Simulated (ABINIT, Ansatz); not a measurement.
# KCl (Sylvite): one start, several treatments of the self-energy, part 2 of 2

How much does the gap of KCl (Sylvite) depend on the approximation to the self-energy?

ABINIT 10.8.3; PBE and many-body steps on it, plane waves. Known limits of the many-body steps: not at the basis limit.

So far. Step 6 (G0W0, Engel-Farid plasmon pole): Against G0W0 in ABINIT (4×4×4 mesh, 469 bands, screening to 283 eV, Godby-Needs plasmon pole), the gap moves by +0.213 eV. Step 7 (One-shot Hartree-Fock): Against G0W0 in ABINIT (4×4×4 mesh, 469 bands, screening to 283 eV, Godby-Needs plasmon pole), the gap moves by +5.213 eV.

## (8) Screening, 4×4×4 mesh, 469 bands, screening to 283 eV

This step: RPA screening on PBE, plane waves, norm-conserving pseudopotentials.

Input file run.abi:

```
acell 3*1.0 Angstrom
rprim 
  -0.000000000000 3.146470000000 3.146470000000
  3.146470000000 0.000000000000 3.146470000000
  3.146470000000 3.146470000000 -0.000000000000
ntypat 2
znucl 19 17
natom 2
typat 1 2
xred 
  0.000000000000 0.000000000000 0.000000000000
  0.500000000000 0.500000000000 0.500000000000
pp_dirpath "pseudos"
pseudos "K.upf, Cl.upf"
ecut 33
ngkpt 4 4 4
nshiftk 1
shiftk 0 0 0
kptopt 1
chksymbreak 0
istwfk *1
occopt 1
irdwfk 1
optdriver 3
nband 469
ecuteps 10.4
inclvkb 2
awtr 1
symchi 1
gwcalctyp 2
nfreqre 16
freqremax 40 eV
nfreqim 8
spmeth 1
nomegasf 120
indata_prefix "in"
outdata_prefix "out"
tmpdata_prefix "tmp"
```

On the command line:

```
$ OMP_NUM_THREADS=1 mpirun -n 4 abinit run.abi > log
```

Output:

```text
.Version 10.8.3 of ABINIT. v10.8.2 released Aug 2026.

 Symmetries : space group Fm -3 m (#225); Bravais cF (face-center cubic)
[... echo of the input left out ...]
== DATASET  1 ==================================================================
-   mpi_nproc: 4, omp_nthreads: 1 (-1 if OMP is not activated)

--- !DatasetInfo
iteration_state: {dtset: 1, }
dimensions: {natom: 2, nkpt: 8, mband: 469, nsppol: 1, nspinor: 1, nspden: 1, mpw: 3839, }
cutoff_energies: {ecut:  33.0, pawecutdg:  -1.0, }
electrons: {nelect:   1.60000000E+01, charge:   0.00000000E+00, occopt:   1.00000000E+00, tsmear:   1.00000000E-02, }

 SCREENING: Calculation of the susceptibility and dielectric matrices

 Based on a program developped by R.W. Godby, V. Olevano, G. Onida, and L. Reining.
 Incorporated in ABINIT by V. Olevano, G.-M. Rignanese, and M. Torrent.
.Using double precision arithmetic ; gwpc =  8

[... cell and pseudopotentials left out ...]
--------------------------------------------------------------------------------

 ==== K-mesh for the wavefunctions ====
 Number of points in the irreducible wedge :     8
[... list of points left out ...]
 Together with 48 symmetry operations and time-reversal symmetry
 yields    64 points in the full Brillouin Zone.

 ==== Q-mesh for the screening function ====
 Number of points in the irreducible wedge :     8
[... list of points left out ...]
 Together with 48 symmetry operations and time-reversal symmetry
 yields    64 points in the full Brillouin Zone.

 setmesh: FFT mesh size selected  =    36x   36x   36
          total number of points  =        46656

 vcoul_init : cutoff-mode = AUXILIARY_FUNCTION
 q-points for optical limit:   1
     1)      0.000010    0.000020    0.000030

- screening: taking advantage of time-reversal symmetry
- Maximum band index for partially occupied states nbvw = 8
- Remaining bands to be divided among processors   nbcw = 461
- Number of bands treated by each node ~115

 Number of electrons calculated from density =   16.0000; Expected =   16.0000
 average of density, n =  0.038056
 r_s =    1.8443
 omega_plasma =   18.8177 [eV]

 calculating chi0 at frequencies [eV] :
  1    0.000000E+00    0.000000E+00
  2    2.666667E+00    0.000000E+00
  3    5.333333E+00    0.000000E+00
[...]
23    0.000000E+00    4.792545E+01
 24    0.000000E+00    6.747955E+01

--------------------------------------------------------------------------------
  q-point number  1        q = ( 0.000000, 0.000000, 0.000000) [r.l.u.]
--------------------------------------------------------------------------------
[... chi0 elements left out ...]
  [... further frequencies ...]

 No. of calculated frequencies >  15, stop printing
 For q-point:  0.000010 0.000020 0.000030
  dielectric constant =   2.1964
  dielectric constant without local fields =   2.6123

  Average fulfillment of the sum rule on Im[epsilon] for q-point    1 :     88.26  [%]
[... wings left out ...]
  q-point number  2        q = ( 0.250000, 0.000000, 0.000000) [r.l.u.]
--------------------------------------------------------------------------------
[... chi0 elements left out ...]
  [... further frequencies ...]

 No. of calculated frequencies >  15, stop printing
  Average fulfillment of the sum rule on Im[epsilon] for q-point    2 :     88.90  [%]

 [... 6 further q-points ...]
```

Wall time 35 min (4 MPI ranks of Intel Xeon 6975P-C (Granite Rapids), shared host); peak memory 5.2 GiB; 2.4 h of CPU time.

Numbers from this step:

| Item | Value |
| --- | --- |
| ε∞ with local fields, on this mesh, along the program's q direction | 2.196 |
| the same without local fields | 2.612 |
| plasma frequency | 18.82 eV |
| plane waves in the screening matrix | 645 |

## (9) G0W0, contour deformation

This step: G0W0 on PBE, plane waves, norm-conserving pseudopotentials.

Changes to run.abi since step 8:

```diff
@@ -23,14 +23,15 @@
 irdwfk 1
-optdriver 3
+optdriver 4
 nband 469
+gwcalctyp 2
+ecutsigx 33
+symsigma 1
+nkptgw 1
+kptgw 
+  0.0000000000 0.0000000000 0.0000000000
+bdgw 
+  6 12
 ecuteps 10.4
-inclvkb 2
-awtr 1
-symchi 1
-gwcalctyp 2
-nfreqre 16
-freqremax 40 eV
-nfreqim 8
-spmeth 1
-nomegasf 120
+irdscr 1
+gwmem 01
 indata_prefix "in"
```

Output:

```text
.Version 10.8.3 of ABINIT. v10.8.2 released Aug 2026.

 Symmetries : space group Fm -3 m (#225); Bravais cF (face-center cubic)
[... echo of the input left out ...]
== DATASET  1 ==================================================================
-   mpi_nproc: 4, omp_nthreads: 1 (-1 if OMP is not activated)

--- !DatasetInfo
iteration_state: {dtset: 1, }
dimensions: {natom: 2, nkpt: 8, mband: 469, nsppol: 1, nspinor: 1, nspden: 1, mpw: 3839, }
cutoff_energies: {ecut:  33.0, pawecutdg:  -1.0, }
[...]
7  -0.231 -14.148 -18.664   1.603   0.792  -0.263 -16.454  -2.307  -2.538
[...]
12   8.135  -8.956  -4.051  -3.125   0.856  -0.168  -7.432   1.524   9.659
       12   0.000   0.000   0.000  -0.001   0.000   0.000  -0.001  -0.001  -0.001

== END DATASET(S) ==============================================================
================================================================================

 -outvars: echo values of variables after computation  --------
           etotal      0.0000000000E+00
            nband         469
             nkpt           8
          spgroup         225
 [... the other variables as echoed above ...]

 Calculation completed.
```

Wall time 2.1 min (4 MPI ranks); peak memory 3.9 GiB; 8.5 min of CPU time.

Numbers from this step:

```yaml
g0w0_gap_on_the_points_computed: 8.124 eV
starting_gap_on_the_mesh: 5.190 eV
k_of_the_valence_top: 0, 0, 0
k_of_the_conduction_bottom: 0, 0, 0
least_direct_g0w0_gap_on_the_computed_points: 8.124 eV
```

Against G0W0 in ABINIT (4×4×4 mesh, 469 bands, screening to 283 eV, Godby-Needs plasmon pole), the gap moves by −0.079 eV.

## (10) Side by side

Times are wall times on 4 MPI ranks of Intel Xeon 6975P-C (Granite Rapids), shared host, good to a factor of about two. A run's time includes the screening step that it read.

| run | mesh | bands | screening cutoff (eV) | DFT gap (eV) | gap on the mesh (eV) | direct (eV) | ε∞ used | time |
| --- | --- | --- | --- | --- | --- | --- | --- | --- |
| G0W0, Godby-Needs plasmon pole | 4×4×4 | 469 | 283 | 5.190 | 8.203 | 8.203 | 2.18 | 12 min |
| G0W0, Hybertsen-Louie plasmon pole | 4×4×4 | 469 | 283 | 5.190 | 8.625 | 8.625 | 2.18 | 12 min |
| G0W0, Engel-Farid plasmon pole | 4×4×4 | 469 | 283 | 5.190 | 8.416 | 8.416 | 2.18 | 10 min |
| one-shot Hartree-Fock | 4×4×4 | - | - | 5.190 | 13.416 | 13.416 | - | 3 s |
| G0W0, contour deformation | 4×4×4 | 469 | 283 | 5.190 | 8.124 | 8.124 | 2.20 | 37 min |

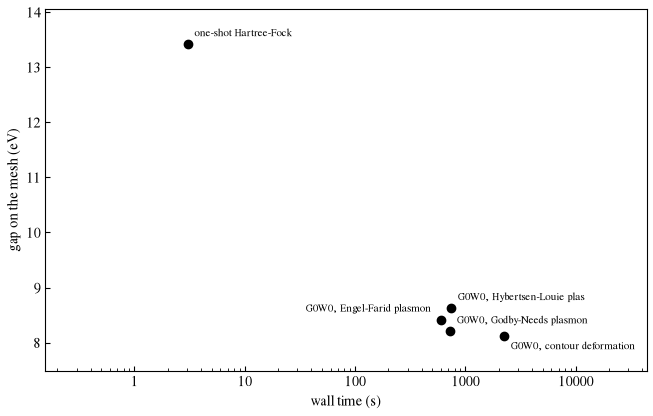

Result against wall time.

## (11) Outcome

```yaml
g0w0_godby_needs_plasmon_pole: 8.203 eV
g0w0_hybertsen_louie_plasmon_pole: 8.625 eV
g0w0_engel_farid_plasmon_pole: 8.416 eV
one_shot_hartree_fock: 13.416 eV
g0w0_contour_deformation: 8.124 eV
known_limits: not at the basis limit
```

In words: G0W0, Hybertsen-Louie plasmon pole: +0.422 eV against G0W0, Godby-Needs plasmon pole. G0W0, Engel-Farid plasmon pole: +0.213 eV against G0W0, Godby-Needs plasmon pole. One-shot Hartree-Fock: +5.213 eV against G0W0, Godby-Needs plasmon pole. G0W0, contour deformation: −0.079 eV against G0W0, Godby-Needs plasmon pole. Bare exchange alone opens the gap to 13.42 eV; against G0W0, correlation takes back 5.21 eV. Bands and cutoff are finite, so the gap is not at the basis limit. The miss can reach some tenths of an eV and take either sign; the mesh is an error of its own. In the G0W0 runs levels were corrected at 1 k point alone, so a gap called «on the mesh» is the least over those, and an edge elsewhere would be missed.

[Paths, hosts, dates, memory and timing lines, banners, echoed tables and standing remarks are left out of the program output.]

[Logs are printed without paths, hosts, clocks, repeated set-up lines and the standing remarks that a program may print on its own settings, such as how far it seeks lower states.]

[Runs of the session that timed out or met a known fault of the program may be left out.]

[Hosts, paths, dates, database ids (printed as entryN), source tags and the programs' standing remarks are cut or masked in the printed files.]

[G0W0 gaps are taken among the corrected bands and points alone; a level outside them can change the order at an edge.]

[Where Ansatz stands beside ABINIT at settings called matched, ABINIT's density can come from a denser mesh and the files from another edition; pairs whose starting gaps differed by over 0.03 eV were left out, so agreement reads better than it is.]
